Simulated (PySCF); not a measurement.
The calculation's input:

```
{"job": {"kind": "nmr", "xc": "PBE0", "basis": "pcSseg-1"}, "charge": 0, "multiplicity": 1}
B     -2.249695     0.323678    -0.544438
C     -0.991871     0.256980     0.290526
Al    -1.431708    -1.751034     0.032495
C      0.376599     0.723060    -0.187750
C      0.456592     2.248588    -0.083601
C      1.522635     0.088418     0.610486
C      1.552311    -1.427773     0.493121
H     -2.215496     0.454944    -1.715855
H     -3.300077     0.138453    -0.017650
H     -1.090600     0.383909     1.378241
H     -2.153086    -2.528429     1.164000
H     -0.958040    -2.631464    -1.157120
H      0.496297     0.444986    -1.242010
H     -0.332214     2.706809    -0.674505
H      0.334345     2.563040     0.951262
H      1.418361     2.611882    -0.441928
H      1.432010     0.371652     1.662556
H      2.471179     0.488719     0.242742
H      0.657094    -1.875933     0.953794
H      1.571727    -1.731303    -0.554204
H      2.424716    -1.842239     0.994072
```

Launched as:

```sh
OMP_NUM_THREADS=1 python probes_run.py task.json out
```

Geometry: GFN2-xTB.

Computed with PBE0/pcSseg-1, SCF density, gas phase, non-relativistic (PySCF 2.14.0).

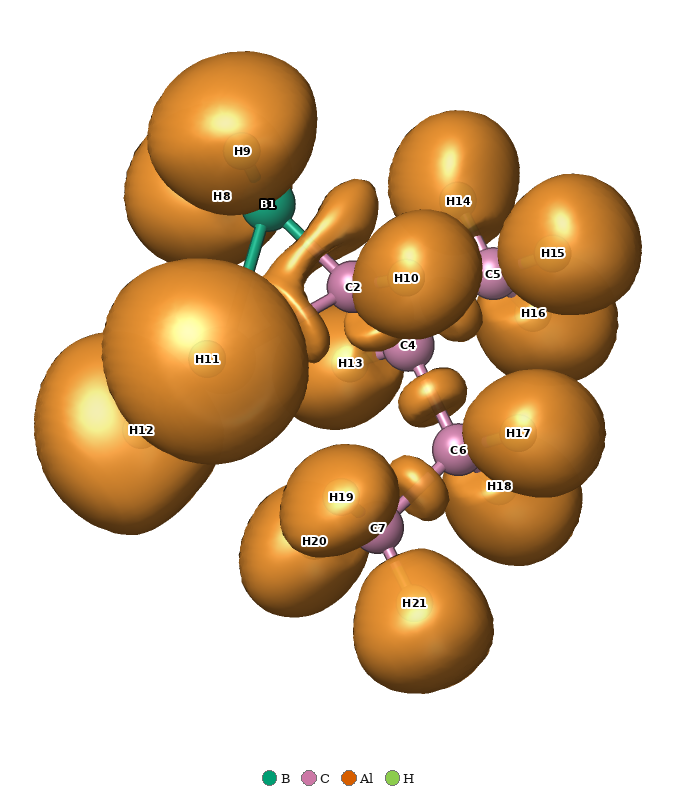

C5H14AlB. Isosurface of the ELF at 0.8 (orange), seen at a tilt. Only the valence region is drawn (cores and ρ < 0.01 e/Å³ removed).

> Where are the electrons localised?

The ELF exceeds this value in one region between bonded B–C atoms (shared pairs), four regions between bonded C–C atoms (shared pairs) and 14 regions around hydrogen nuclei. Along the contacts the grid gives the following. C–B (1.51 Å): the ELF peaks at about 0.95 between the atoms; a covalent bond. C–C (1.52 Å): the ELF peaks at about 0.95 between the atoms, as expected for a covalent bond.
